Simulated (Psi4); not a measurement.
# UBHLYP/cc-pVTZ run of PH (SMILES [PH])

Aim: the vertical ionisation energy of PH at UBHLYP/cc-pVTZ, from 2 runs. 

Program for the calculation: Psi4 1.11.

2 further runs of the same task are left out: 1 that didn't finish, 1 set aside as unsound or not needed.

### Step 1. Starting point

PH: 2 atoms, total charge 0, spin state triplet. As SMILES, `[PH]`. The coordinates come from a PBE0-D4/def2-TZVP relaxation.

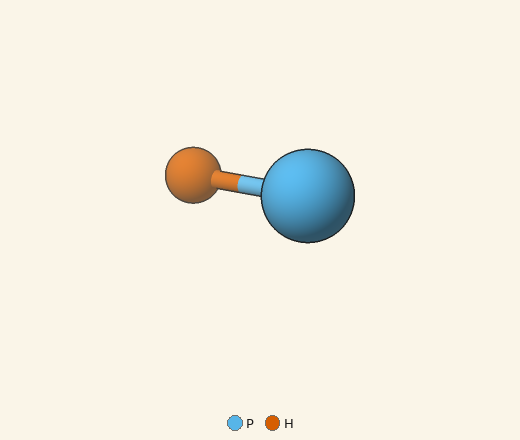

Viewed from a chosen angle; phosphorus blue, hydrogen orange.

### Step 2. Energy and forces at UBHLYP/cc-pVTZ

calc.in

```
memory 2200 mb

molecule m {
  0 3
  P      0.000000     0.000000    -0.014610
  H      0.000000     0.000000     1.413680
  symmetry c1
  no_reorient
  no_com
}

set globals {
  basis cc-pVTZ
  reference uks
  puream true
  e_convergence 1e-09
  d_convergence 1e-08
  scf_type pk
  dft_radial_points 99
  dft_spherical_points 590
  maxiter 100
}

energy_value = gradient("bhhlyp")
```

On the command line:

```console
$ psi4 -i calc.in -o calc.out -n 1
```

calc.out:

```text
[...]
  Running in c1 symmetry.
[...]
  Nuclear repulsion =    5.557455530774563
[...]
  Multiplicity = 3
[...]
  Nalpha       = 9
  Nbeta        = 7
[...]
    Number of basis functions: 48
[...]
   @UKS iter   1:  -341.88012266049765   -4.42222e-01   3.75673e-03 DIIS/ADIIS
[...]
   @UKS iter  10:  -341.89220911666757   -2.07478e-11   9.57353e-09 DIIS
[...]
   @S^2 Observed:                2.009041936E+00
[...]
    Orbital Energies [Eh]
    ---------------------
    Alpha Occupied:
       1A    -78.213842     2A     -6.937953     3A     -5.004048
       4A     -5.004048     5A     -4.993362     6A     -0.712308
       7A     -0.402121     8A     -0.305521     9A     -0.305521
    Alpha Virtual:
      10A      0.067590    11A      0.205683    12A      0.307129
      13A      0.307129    14A      0.309609    15A      0.309609
      16A      0.311587    17A      0.311587    18A      0.314103
      19A      0.432557    20A      0.619182    21A      0.871277
      22A      0.871277    23A      1.134408    24A      1.318731
      25A      1.318731    26A      1.319201    27A      1.319201
[...]
  @UKS Final Energy:  -341.89220911666757
   => Energetics <=
    Nuclear Repulsion Energy =              5.5574555307745630
    One-Electron Energy =                -483.3044230404331074
    Two-Electron Energy =                 147.9343685713067202
    DFT Exchange-Correlation Energy =     -12.0796101783157557
    Empirical Dispersion Energy =           0.0000000000000000
    VV10 Nonlocal Energy =                  0.0000000000000000
    Total Energy =                       -341.8922091166675727
[...]
 Multipole Moments:
 ------------------------------------------------------------------------------------
     Multipole            Electronic (a.u.)      Nuclear  (a.u.)        Total (a.u.)
 ------------------------------------------------------------------------------------
 L = 1.  Multiply by 2.5417464519 to convert [e a0] to [Debye]
 Dipole X            :          0.0000000            0.0000000            0.0000000
 Dipole Y            :          0.0000000            0.0000000            0.0000000
 Dipole Z            :         -2.0700403            2.2573345            0.1872943
 Magnitude           :                                                    0.1872943
[...]
  -Total Gradient:
     Atom            X                  Y                   Z
    ------   -----------------  -----------------  -----------------
       1       -0.000000000000    -0.000000000000    -0.003914585363
       2       -0.000000000000     0.000000000000     0.003914649643
[...]
```

Wall time 18 s (1 thread of Intel Xeon at 2.50GHz (Skylake/Cascade Lake), shared host); peak memory 0.56 GiB.

### Step 3. The doublet cation: the energy at UBHLYP/cc-pVTZ

hp.xyz

```xyz
2
HP
P      0.000000     0.000000    -0.014610
H      0.000000     0.000000     1.413680
```

job.py

```python
import psi4

psi4.set_memory('2200 MB')
psi4.set_num_threads(1)
psi4.set_output_file('hp.out', False)

with open('hp.xyz') as f:
    atoms = ''.join(f.readlines()[2:])
molecule = psi4.geometry('1 2\n' + atoms + 'symmetry c1')

psi4.set_options({
    'basis': 'cc-pVTZ',
    'reference': 'uks',
    'puream': True,
    'e_convergence': 1e-09,
    'd_convergence': 1e-08,
    'scf_type': 'pk',
    'dft_radial_points': 99,
    'dft_spherical_points': 590,
    'maxiter': 100,
})

result, w = psi4.energy('bhhlyp', molecule=molecule, return_wfn=True)
psi4.oeprop(w, 'DIPOLE', 'QUADRUPOLE', 'LOWDIN_CHARGES', title='BHHLYP')
print(f'bhhlyp energy: {result:.10f} Eh')
```

On the command line:

```console
$ python job.py
```

hp.out:

```text
[...]
  Running in c1 symmetry.
[...]
  Nuclear repulsion =    5.557455530774563
[...]
  Multiplicity = 2
[...]
  Nalpha       = 8
  Nbeta        = 7
[...]
    Number of basis functions: 48
[...]
   @UKS iter   1:  -341.50709734329286   -6.91970e-02   3.07754e-03 ADIIS/DIIS
[...]
   @UKS iter  10:  -341.52277571106333   -1.61435e-11   7.95390e-09 DIIS
[...]
   @S^2 Observed:                7.565291356E-01
[...]
    Orbital Energies [Eh]
    ---------------------
    Alpha Occupied:
       1A    -78.612767     2A     -7.328023     3A     -5.393660
       4A     -5.391037     5A     -5.380858     6A     -1.024428
       7A     -0.712764     8A     -0.625737
    Alpha Virtual:
       9A     -0.432648    10A     -0.192294    11A     -0.041647
      12A      0.010403    13A      0.021462    14A      0.025369
      15A      0.028366    16A      0.054068    17A      0.055686
      18A      0.063349    19A      0.188697    20A      0.337566
      21A      0.591642    22A      0.595143    23A      0.851026
      24A      0.985761    25A      0.987595    26A      0.988836
[...]
  @UKS Final Energy:  -341.52277571106333
   => Energetics <=
    Nuclear Repulsion Energy =              5.5574555307745630
    One-Electron Energy =                -477.4254178781915243
    Two-Electron Energy =                 142.2706384527076011
    DFT Exchange-Correlation Energy =     -11.9254518163539949
    Empirical Dispersion Energy =           0.0000000000000000
    VV10 Nonlocal Energy =                  0.0000000000000000
    Total Energy =                       -341.5227757110633320
[...]
 Multipole Moments:
 ------------------------------------------------------------------------------------
     Multipole            Electronic (a.u.)      Nuclear  (a.u.)        Total (a.u.)
 ------------------------------------------------------------------------------------
 L = 1.  Multiply by 2.5417464519 to convert [e a0] to [Debye]
 Dipole X            :          0.0000000            0.0000000            0.0000000
 Dipole Y            :         -0.0000000            0.0000000           -0.0000000
 Dipole Z            :         -0.9799819            1.3381952            0.3582133
 Magnitude           :                                                    0.3582133
 L = 2.  Multiply by 1.3450342976 to convert [e a0^2] to [Debye ang]
 Quadrupole XX       :         -6.2269355            0.0000000           -6.2269355
 Quadrupole XY       :          0.3082190            0.0000000            0.3082190
[...]
```

Standard output:

```text
bhhlyp energy: -341.5227757111 Eh
```

Wall time 13 s (1 thread of Intel Xeon at 2.50GHz (Skylake/Cascade Lake), shared host); peak memory 0.56 GiB.

### Step 4. Summary of results

Level: UBHLYP/cc-pVTZ.

| quantity | value |
| --- | --- |
| triplet PH: total energy | -341.89221 Eh |
| triplet PH: dipole moment | 0.48 D |
| triplet PH: HOMO energy (highest over α and β) | -8.31 eV |
| triplet PH: LUMO energy (lowest over α and β) | -1.92 eV |
| triplet PH: ⟨S²⟩ | 2.009 |
| triplet PH: largest force on an atom | 0.201 eV/Å |
| doublet cation: total energy | -341.52278 Eh |
| doublet cation: HOMO energy (highest over α and β) | -17.03 eV |
| doublet cation: LUMO energy (lowest over α and β) | -11.77 eV |
| doublet cation: ⟨S²⟩ | 0.757 |
| vertical ionisation energy (to the doublet cation) | 10.053 eV |

What this shows: The vertical ionisation energy comes to 10.05 eV (970 kJ/mol).
